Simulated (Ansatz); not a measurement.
Cs8Sn8I23Si: several calculations on one system

### Relaxation

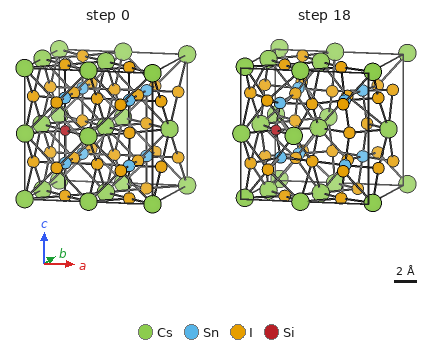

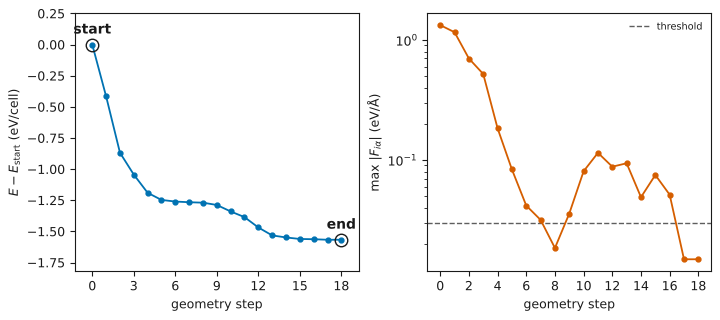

First and last geometry of a relaxation of a defect cell of composition Cs8Sn8I23Si (cell charge −2), with the history of the run. The picture is a ball-and-stick view of the cell of the calculation, seen slightly off an axis.

Level of theory: Ansatz 0.2.0, DFT, PBEsol, PAW, plane waves. Set-up: plane-wave cutoff 420 eV; k-point mesh 1 × 1 × 1; mesh shifted by (0.25, 0.25, 0.25); collinear spin; atoms relaxed in a fixed cell; force threshold 0.03 eV/Å; at most 80 steps.

**Did the run converge, and what did it change?**

It converged. Over 18 geometry steps the energy falls by 1.567 eV per cell of the calculation. Largest force component: 1.3 eV/Å at the start, 0.015 eV/Å at the end. The forces were under the threshold at step 8, but the run went on from there. A Cs atom moves most: 1.03 Å along −a. By element the largest moves are Cs 1.03 Å, I 0.67 Å, Sn 0.54 Å, Si 0.51 Å. The cell stays as it was. Some distances before and after: Cs–I 4.379 → 5.724 Å, Cs–I 4.399 → 5.720 Å, Cs–I 4.411 → 5.711 Å, Cs–I 4.386 → 5.662 Å. Bonds break, among them: Cs–I (4.38 → 5.72 Å), Cs–I (4.40 → 5.72 Å). Among the angles between lasting bonds that change: Cs–I–Sn 89.8° → 117.2°, Sn–I–Sn 178.7° → 152.3°, Cs–I–Sn 90.6° → 116.7°.

```csv
step,"E − E(0), meV/atom","largest force component, eV/Å"
0,0.00,1.3276
1,-10.38,1.1584
2,-21.70,0.6999
3,-26.09,0.5199
4,-29.74,0.1836
5,-31.18,0.0834
6,-31.50,0.0417
7,-31.64,0.0317
8,-31.73,0.0185
9,-32.19,0.0358
10,-33.49,0.0806
11,-34.63,0.1147
12,-36.71,0.0879
13,-38.30,0.0939
14,-38.71,0.0490
15,-39.02,0.0750
16,-39.07,0.0514
17,-39.17,0.0149
18,-39.17,0.0149
```

Limits of the set-up: the cell is charged, on a uniform background, and energies carry no finite-size correction.

### Relaxation

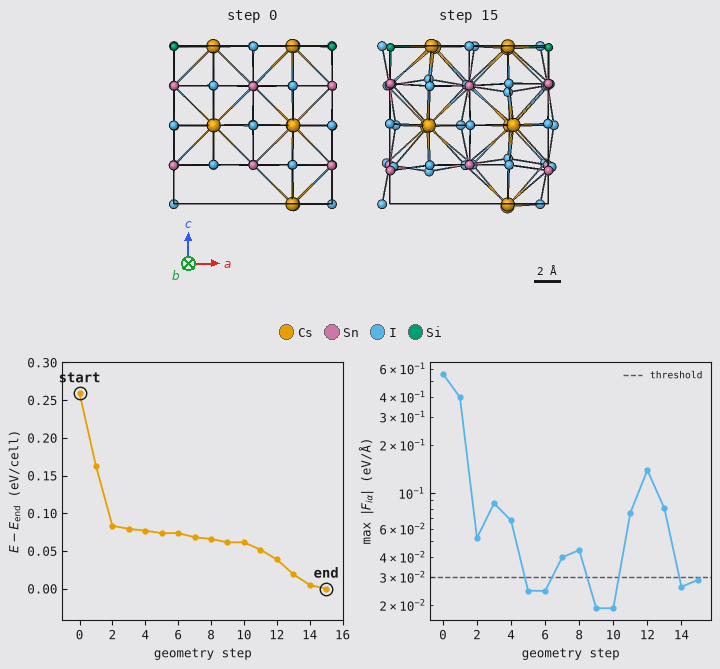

First and last geometry of a relaxation of a defect cell of composition Cs8Sn8I23Si, with the history of the run. Style: ball-and-stick. Shown: the cell of the calculation (origin shifted), along the b axis.

Method: DFT, PBEsol, PAW, plane waves in Ansatz 0.2.0. Settings: plane-wave cutoff 420 eV; k-point mesh 1 × 1 × 1; mesh shifted by (0.25, 0.25, 0.25); collinear spin; atoms relaxed in a fixed cell; force threshold 0.03 eV/Å; at most 80 steps.

Did the run converge, and what did it change?

It converged. An I atom moves most: 0.64 Å along −a. Largest moves by element: I 0.64 Å, Sn 0.40 Å, Cs 0.39 Å, Si 0.12 Å. The cell doesn't change. Among the contacts that change: Cs–I 4.369 → 5.228 Å, Cs–I 4.361 → 5.140 Å, Cs–I 4.344 → 5.034 Å, Cs–I 4.369 → 5.054 Å. Bond angles that change, for instance: Sn–I–Sn 179.0° → 157.4°, Sn–I–Sn 179.2° → 158.4°, Sn–I–Sn 179.4° → 159.6°. After 15 geometry steps the energy has fallen by 0.259 eV per cell of the calculation. The largest force component goes from 0.56 to 0.029 eV/Å. The forces were under the threshold at step 5, but the run went on from there. The run took 18 s on 1 × NVIDIA GB200 with 8 threads of Arm Neoverse-V2, peak memory 2.4 GiB.

### Defect

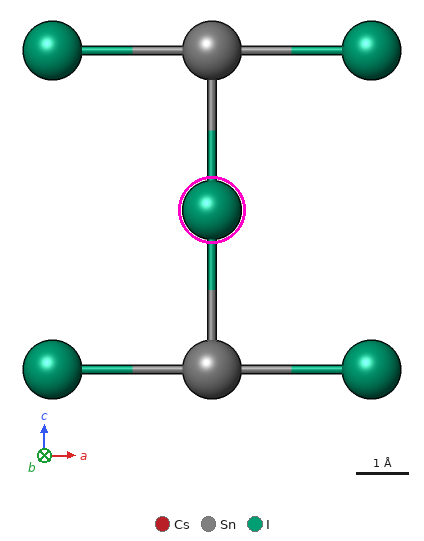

Perfect CsSnI3. Style: ball-and-stick. Shown: the atoms within 5.4 Å of one point, in a slice 4.2 Å thick across the line of sight, along the b axis.

Level of theory: DFT, PBEsol, PAW, plane waves (Ansatz). Settings: plane-wave cutoff 420 eV; k-point mesh 1 × 1 × 1; mesh shifted by (0.25, 0.25, 0.25); collinear spin. Fermi-Dirac smearing of 0.01 eV. The axes drawn are those of the host's conventional cell.

An iodine atom is replaced by silicon at the ringed place, in charge state 0. The supercell has 40 sites, and the atoms are relaxed at the host's cell.

Question: Predict the relaxed surroundings of the defect.

Answer: In the host the I atom has 2 Sn at 3.08 Å; the Si atom ends with 2 Sn at 2.73 to 2.82 Å. Of the host's atoms, an iodine atom moves furthest from its site, by 0.65 Å. The Si atom itself moves 0.14 Å from where it was put. The cell's net moment is 3.00 μB.

The relaxed defect, seen from the same direction:

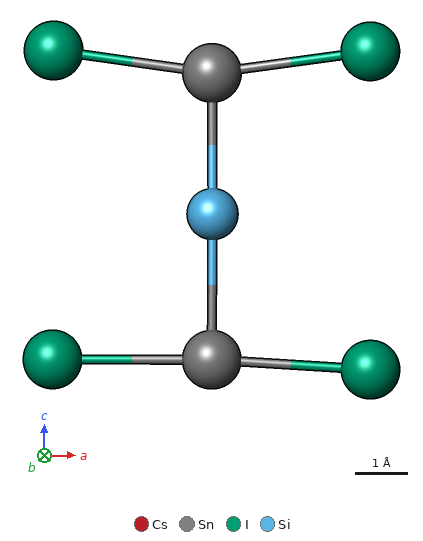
